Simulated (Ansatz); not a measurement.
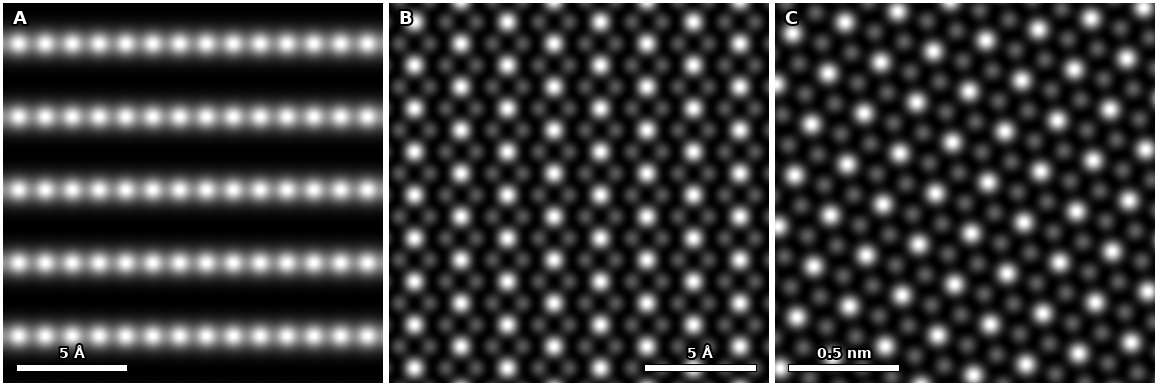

Three views of C (P6_3/mmc, No. 194) along different zone axes. Simulated as the projected potential of neutral atoms (B = 0.8 Å²) blurred by a 0.55 Å probe, the thin-sample limit of integrated differential phase contrast. Atomic positions: the end point of a relaxation with DFT LDA, scalar-relativistic, plane waves, PAW in Ansatz.

```cif
data_structure
_symmetry_space_group_name_H-M 'P 1'
_symmetry_Int_Tables_number 1
_cell_length_a 2.4447
_cell_length_b 2.4447
_cell_length_c 6.6565
_cell_angle_alpha 90.000
_cell_angle_beta 90.000
_cell_angle_gamma 120.000
_cell_volume 34.45
loop_
_atom_site_label
_atom_site_type_symbol
_atom_site_fract_x
_atom_site_fract_y
_atom_site_fract_z
_atom_site_occupancy
C1 C 0.00000 0.00000 0.25000 1
C2 C 0.00000 0.00000 0.75000 1
C3 C 0.33333 0.66667 0.25000 1
C4 C 0.66667 0.33333 0.75000 1
```

Question: Match the panels to the zone axes [001], [201] and [210].

Answer: A is [210]: projected cell 1.22 × 3.33 Å, 90°, plane group p2mm. B is [201]: projected cell 1.97 × 2.34 Å, 115°, plane group c2mm. C is [001]: projected cell 2.44 × 2.44 Å, 120°, plane group p6mm.
